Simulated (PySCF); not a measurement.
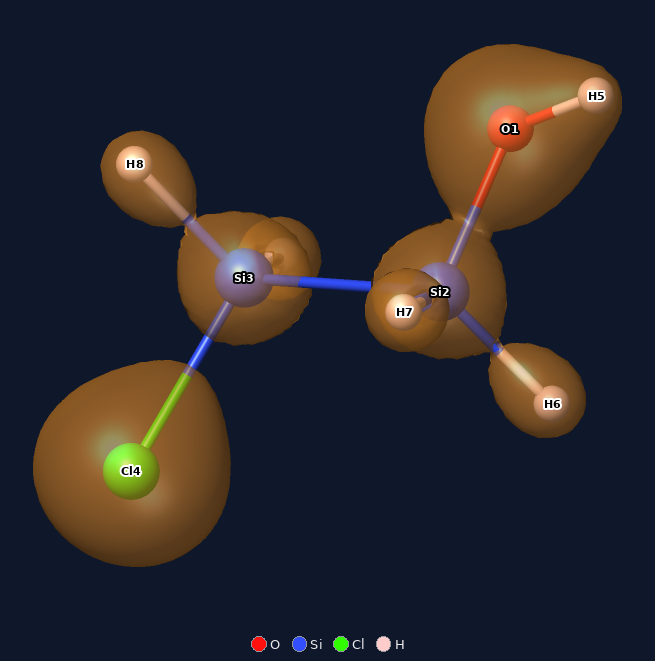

Figure 1: ClH5OSi2 (SMILES O[SiH2][SiH2]Cl). Isosurface of the electron density at 0.8 e/Å³ (orange), seen at an oblique angle.

Geometry: GFN2-xTB.

These are results of PBE0/pcSseg-1, SCF density, in a dichloromethane solvent model, non-relativistic (PySCF 2.14.0), not measurements.

Input

```
{"job": {"xc": "PBE0", "basis": "pcSseg-1", "solvent": "dichloromethane", "kind": "nmr", "pop": true}, "charge": 0, "multiplicity": 1}
O     -1.680871     0.800599     0.038534
Si    -0.772833    -0.549660    -0.030131
Si     1.326032     0.387018     0.016345
Cl     2.717599    -1.094207    -0.060767
H     -2.633945     0.780579     0.037102
H     -1.119552    -1.429358     1.095694
H     -1.120819    -1.310855    -1.238867
H      1.648168     1.270955    -1.109704
H      1.649780     1.150923     1.226614
```

Run with:

```sh
OMP_NUM_THREADS=1 python ens_run.py task.json out
```

**Which contacts does the surface bridge?**

At this value the surface falls into three separate pieces. It bridges the sampled Si–O (1.63 Å) and O–H (0.95 Å) contacts, where the density stays above the isovalue. It is pinched off along the sampled Si–Cl (2.03 Å) and Si–Si (2.30 Å) contacts. On the grid the lowest density along these lines, outside the cores, is 0.99 e/Å³ (Si–O, 1.63 Å), 0.65 e/Å³ (Si–Cl, 2.03 Å), 0.69 e/Å³ (Si–Si, 2.30 Å) and 2.4 e/Å³ (O–H, 0.95 Å).
